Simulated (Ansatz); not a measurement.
Strength of the C–H bond: C4H6 → C4H5 + H

Species: C4H6 (2-butyne) `CC#CC`, singlet; C4H5 (but-2-yn-1-yl radical) `[CH2]C#CC`, doublet; H atom, doublet. 

Shapes, held fixed at every level: PBE0-D4/def2-TZVP. Programs: Ansatz 0.2.0. Electronic energies: no zero-point or thermal term.

| level | kind | ΔE (kJ/mol) | CPU time (sum over the molecules) |
| --- | --- | --- | --- |
| HF/def2-SVP | Hartree–Fock | +303.5 | – |
| HF/def2-TZVPP | Hartree–Fock | +302.5 | – |
| r2SCAN-D4/def2-TZVPP | meta-GGA | +378.2 | 30 s |
| B3LYP-D4/def2-TZVPP | global hybrid | +393.7 | 29 s |
| r2SCAN0-D4/def2-TZVPP | global hybrid | +382.7 | 37 s |
| wB97M-V/def2-TZVPP | range-separated hybrid | +408.5 | 39 s |
| wB97X-V/def2-TZVPP | range-separated hybrid | +406.6 | 41 s |
| B2PLYP/def2-TZVPP | double hybrid | +402.0 | 20 s |

B2PLYP/def2-TZVPP gives ΔE = +402.0 kJ/mol; the levels span +302.5 to +408.5. The median of the levels is +388.2. Hartree–Fock misses the correlation of the pair that is broken and comes out low. No measured value is set beside it here. Spin contamination: C4H5 (⟨S²⟩ up to 0.94). Open shells run unrestricted unless RO is named. Times are processor times on shared x86 and Arm servers, and rough.

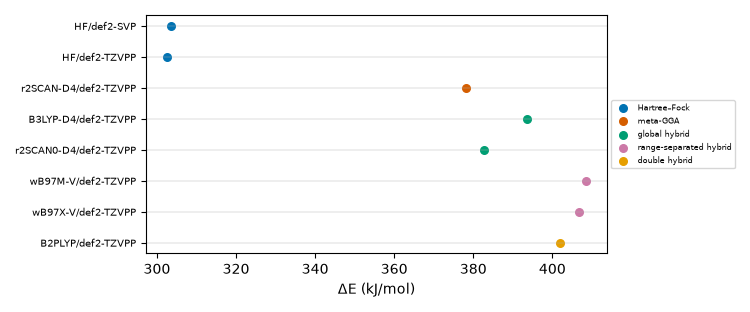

The values of the table, level by level.
